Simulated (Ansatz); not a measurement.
**SnAsH5 (SMILES [AsH2][SnH3]): functionals against CCSD(T) at one geometry**

The atoms stand at a structure displaced at random from a GFN2-xTB minimum. How far do the functionals agree with CCSD(T) there?

The runs use Ansatz 0.2.0, Gaussian basis; single points in def2-TZVPP.

Cores are frozen in the correlated methods. Filled d shells of the heavier atoms are correlated. Core potentials replace the inner electrons past krypton, and spin-orbit coupling is left out.

### 1 The starting structure

SMILES `[AsH2][SnH3]`, 7 atoms, charge 0, spin multiplicity 1.

Atoms are counted from 1 here; the program's logs count them from 0.

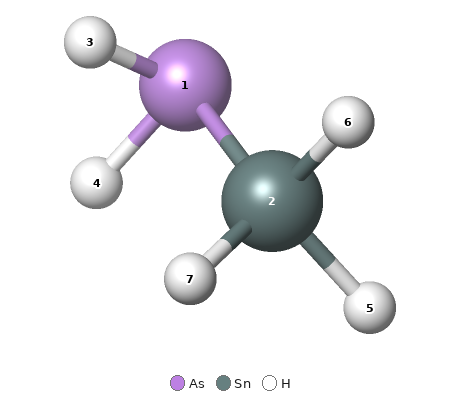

Start geometry, drawn with arsenic purple, tin teal, hydrogen white; atoms are numbered from 1 in the order of the file.

Geometry (Å):

```xyz
7
charge 0, multiplicity 1
As   -1.0041   -1.3413    0.4010
Sn    0.1195    0.7600   -0.0303
H     0.2644   -1.9983    0.8292
H    -0.7070   -1.9396   -1.0203
H    -0.7028    1.9141   -0.9887
H     0.4707    1.6141    1.3468
H     1.6606    0.8452   -0.7614
```

### 2 CCSD(T)/def2-TZVPP

The input, run/in.yaml:

```yaml
crystal:
  periodic: [false, false, false]
  atoms:
    - {symbol: As, position_ang: [-1.004100, -1.341300, 0.401000]}
    - {symbol: Sn, position_ang: [0.119500, 0.760000, -0.030300]}
    - {symbol: H, position_ang: [0.264400, -1.998300, 0.829200]}
    - {symbol: H, position_ang: [-0.707000, -1.939600, -1.020300]}
    - {symbol: H, position_ang: [-0.702800, 1.914100, -0.988700]}
    - {symbol: H, position_ang: [0.470700, 1.614100, 1.346800]}
    - {symbol: H, position_ang: [1.660600, 0.845200, -0.761400]}
basis:
  gaussian: {orbitals: def2-TZVPP}
correlation: {method: ccsd_t}
output: {forces: true}
```

The command line of these runs was not kept.

### 3 PBE0-D4/def2-TZVPP

Edit run/in.yaml of step 2 so:

```diff
@@ -12,3 +12,3 @@
   gaussian: {orbitals: def2-TZVPP}
-correlation: {method: ccsd_t}
-output: {forces: true}
+hamiltonian: {xc: pbe0, dispersion: d4}
+output: {forces: true, orbitals: {seedname: orbitals}}
```

### 4 wB97M-V/def2-TZVPP

Edit run/in.yaml of step 3 so:

```diff
@@ -12,3 +12,3 @@
   gaussian: {orbitals: def2-TZVPP}
-hamiltonian: {xc: pbe0, dispersion: d4}
-output: {forces: true, orbitals: {seedname: orbitals}}
+hamiltonian: {xc: {name: wB97M-V}}
+output: {forces: true}
```

### 5 r2SCAN-D4/def2-TZVPP

Edit run/in.yaml of step 4 so:

```diff
@@ -12,3 +12,3 @@
   gaussian: {orbitals: def2-TZVPP}
-hamiltonian: {xc: {name: wB97M-V}}
+hamiltonian: {xc: r2scan, dispersion: d4}
 output: {forces: true}
```

### 6 PBE-D4/def2-TZVPP

Edit run/in.yaml of step 5 so:

```diff
@@ -12,3 +12,3 @@
   gaussian: {orbitals: def2-TZVPP}
-hamiltonian: {xc: r2scan, dispersion: d4}
+hamiltonian: {xc: pbe, dispersion: d4}
 output: {forces: true}
```

### 7 r2SCAN0-D4/def2-TZVPP

Edit run/in.yaml of step 6 so:

```diff
@@ -12,3 +12,3 @@
   gaussian: {orbitals: def2-TZVPP}
-hamiltonian: {xc: pbe, dispersion: d4}
+hamiltonian: {xc: {name: r2SCAN0}, dispersion: d4}
 output: {forces: true}
```

### 8 SPW92/def2-TZVPP

Edit run/in.yaml of step 7 so:

```diff
@@ -12,3 +12,3 @@
   gaussian: {orbitals: def2-TZVPP}
-hamiltonian: {xc: {name: r2SCAN0}, dispersion: d4}
+hamiltonian: {xc: lda}
 output: {forces: true}
```

(Steps that only read results are left out.)

Q: Predict the outcome of this session. Wanted: energy less free atoms, CCSD(T)/def2-TZVPP; RMS force component; RMS force error; HOMO and LUMO, PBE0-D4; T1 diagnostic.

As calculated:

| quantity | value |
| --- | --- |
| energy less free atoms, CCSD(T)/def2-TZVPP | -15.892 eV |
| RMS force component | 0.731 to 0.870 eV/Å over the methods |
| RMS force error | PBE0-D4 0.079, wB97M-V 0.022, r2SCAN-D4 0.075, PBE-D4 0.210, r2SCAN0-D4 0.043, SPW92 0.203 eV/Å |
| HOMO and LUMO, PBE0-D4 | -7.78 and -0.28 eV |
| T1 diagnostic | 0.012 |

Against CCSD(T) the functionals' energies less atoms differ by -2.678 to +0.042 eV, PBE-D4 by -0.056 eV. The reference is not at the basis limit: in triple zeta CCSD(T) underbinds, which counts against methods that bind more; the gaps are no ranking. The forces of wB97M-V come nearest to CCSD(T), those of PBE-D4 are farthest. Frozen-core CCSD(T) forces in triple zeta carry basis errors of their own, and this is one geometry, so small gaps rank nothing.
